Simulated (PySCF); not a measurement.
**Ta3 (charge −1): single-point calculation**

Ta3, charge −1, multiplicity 3, computed with UKS PBE0, Ta def2-SVP with ECP60; non-relativistic Hamiltonian with a scalar-relativistic core potential; density fitting (PySCF 2.14.0).

Some settings of this run were made unusual or wrong on purpose.

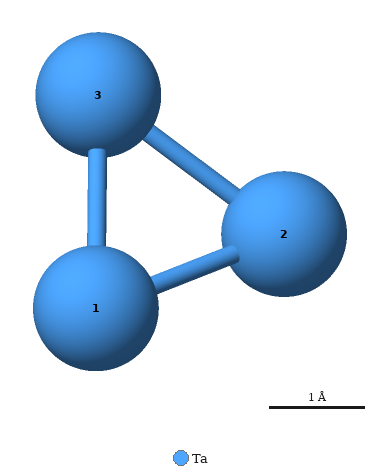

The structure (ball-and-stick view, seen at a tilt; atoms are numbered from 1 in the order of the input). Sticks mark near contacts.

Input:
```python
mol = gto.M(atom='''
Ta     1.41479    -0.00509     0.00000
Ta    -0.70649     1.22972    -0.00000
Ta    -0.70830    -1.22463     0.00000''',
    basis={'Ta': 'def2-SVP'},
    ecp={'Ta': 'def2-SVP'},
    charge=-1, spin=2)
mf = dft.UKS(mol, xc='PBE0')
mf.grids.atom_grid = (10, 14)  # f atoms: at least (60, 302), unpruned
mf = mf.density_fit()  # Ta def2-universal-JKFIT
mf.conv_tol = 1e-08; mf.max_cycle = 55
mf.kernel(dm0)
```

The script is an equivalent of the set-up of the self-consistent field. The run itself was carried out by a driver, which started from the orbitals of the step before it where there was one and computed the further properties.

Launch command:
```bash
OMP_NUM_THREADS=2 python <driver script>
```

Log:
```
init E= -171.499418314434
  HOMO = 0.0558579935222  LUMO = 0.0721101508573  gap/eV = 0.44224
cycle= 1 E= -171.270991770887  delta_E= 0.228  |g|= 0.348  |ddm|= 2.66
  HOMO = 0.0135455353155  LUMO = 0.0440069821689  gap/eV = 0.82890
cycle= 2 E= -171.022757056717  delta_E= 0.248  |g|= 0.764  |ddm|= 1.54
  HOMO = 0.0128023096903  LUMO = 0.0633662126429  gap/eV = 1.37591
cycle= 3 E= -171.081349358783  delta_E= -0.0586  |g|= 0.688  |ddm|= 1.75
  HOMO = 0.00907870496464  LUMO = 0.0653441569338  gap/eV = 1.53106
cycle= 4 E= -171.30364660322  delta_E= -0.222  |g|= 0.272  |ddm|= 0.947
  HOMO = 0.00943583575947  LUMO = 0.068848663892  gap/eV = 1.61671
cycle= 5 E= -171.329486944893  delta_E= -0.0258  |g|= 0.159  |ddm|= 0.449
  HOMO = 0.0140420084373  LUMO = 0.0767590532001  gap/eV = 1.70662
cycle= 6 E= -171.342818812881  delta_E= -0.0133  |g|= 0.0543  |ddm|= 0.25
  HOMO = 0.00856371925139  LUMO = 0.0713471147802  gap/eV = 1.70842
cycle= 7 E= -171.344883347122  delta_E= -0.00206  |g|= 0.014  |ddm|= 0.147
  HOMO = 0.00841087075589  LUMO = 0.0723266454411  gap/eV = 1.73924
cycle= 8 E= -171.345386966253  delta_E= -0.000504  |g|= 0.0062  |ddm|= 0.0758
  HOMO = 0.00800705520416  LUMO = 0.0724616449303  gap/eV = 1.75390
cycle= 9 E= -171.345537913709  delta_E= -0.000151  |g|= 0.00346  |ddm|= 0.0407
  HOMO = 0.00772840341907  LUMO = 0.0726551832074  gap/eV = 1.76675
cycle= 10 E= -171.345632275597  delta_E= -9.44e-05  |g|= 0.00175  |ddm|= 0.0409
  HOMO = 0.00768561362008  LUMO = 0.0727425376737  gap/eV = 1.77029
...
cycle= 33 E= -171.345623219897  delta_E= -2.9e-06  |g|= 0.000298  |ddm|= 0.00966
  HOMO = 0.00756186189697  LUMO = 0.0731206116296  gap/eV = 1.78394
cycle= 34 E= -171.345625526914  delta_E= -2.31e-06  |g|= 0.00032  |ddm|= 0.00825
  HOMO = 0.00748237264923  LUMO = 0.0732127980433  gap/eV = 1.78862
cycle= 35 E= -171.345637009871  delta_E= -1.15e-05  |g|= 0.000194  |ddm|= 0.0557
  HOMO = 0.00744840840089  LUMO = 0.0732508585998  gap/eV = 1.79058
cycle= 36 E= -171.345639676609  delta_E= -2.67e-06  |g|= 0.000355  |ddm|= 0.0266
  HOMO = 0.00744414718555  LUMO = 0.0732834956006  gap/eV = 1.79158
cycle= 37 E= -171.3456403093  delta_E= -6.33e-07  |g|= 0.000226  |ddm|= 0.0152
  HOMO = 0.00748759735104  LUMO = 0.0732618621747  gap/eV = 1.78981
cycle= 38 E= -171.345640180588  delta_E= 1.29e-07  |g|= 7.59e-05  |ddm|= 0.00805
  HOMO = 0.00750511100497  LUMO = 0.0732633724136  gap/eV = 1.78937
cycle= 39 E= -171.345640299047  delta_E= -1.18e-07  |g|= 6.16e-05  |ddm|= 0.00268
  HOMO = 0.00747622331281  LUMO = 0.0732698934183  gap/eV = 1.79034
cycle= 40 E= -171.345640418758  delta_E= -1.2e-07  |g|= 8.03e-05  |ddm|= 0.00649
  HOMO = 0.00748780992308  LUMO = 0.0732704258648  gap/eV = 1.79004
cycle= 41 E= -171.345640439149  delta_E= -2.04e-08  |g|= 4.73e-05  |ddm|= 0.00236
  HOMO = 0.00749705924002  LUMO = 0.0732628794172  gap/eV = 1.78958
cycle= 42 E= -171.345640437667  delta_E= 1.48e-09  |g|= 2.47e-05  |ddm|= 0.00187
  HOMO = 0.00749383913097  LUMO = 0.0732612378679  gap/eV = 1.78962
```

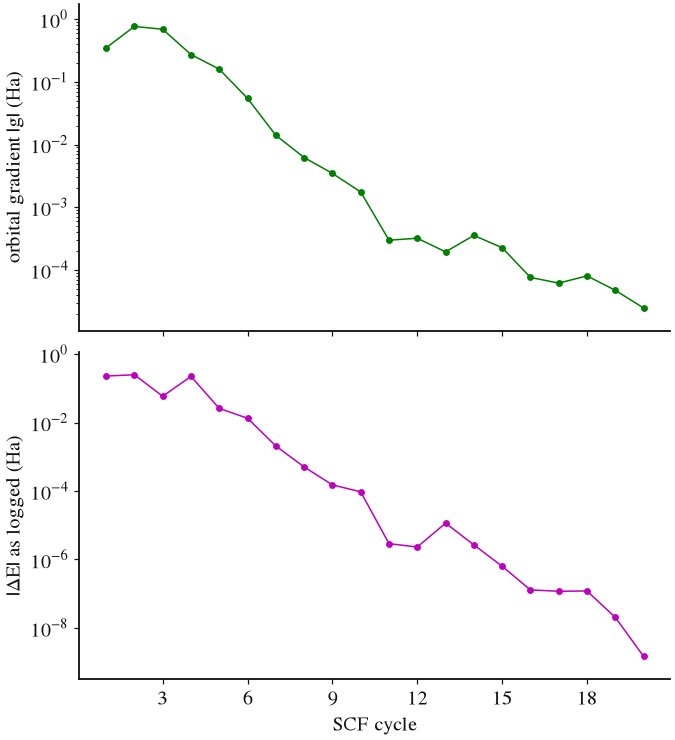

Convergence of the self-consistent field: orbital gradient |g| and size of the energy change against the SCF cycle. All cycles printed in the log are drawn one after another.

```
Extra cycle  E= -171.345640436693  delta_E= 9.75e-10  |g|= 9.16e-05  |ddm|= 0.000235
converged SCF energy = -171.345640436693  <S^2> = 2.182233  2S+1 = 3.1191236
```

Outcome:

| quantity | value |
| --- | --- |
| outcome | converged |
| total energy | −171.345640 hartree |
| ⟨S²⟩ | 2.182 |
| largest force (length of the vector) | 3.752 eV/Å |
| hardware | 2 threads of Arm Neoverse V1, 24 GiB of memory available, shared host |
| wall time | 6.4 s (CPU time 13 s) |
| peak memory | 3 GiB |

Some settings of this run were drawn to be unusual or wrong. It converged; results that depend on the unusual settings are not reference values. The highest filled orbital lies above zero: either the extra electron isn't bound at this level, or the self-interaction error of the functional lifts the level.
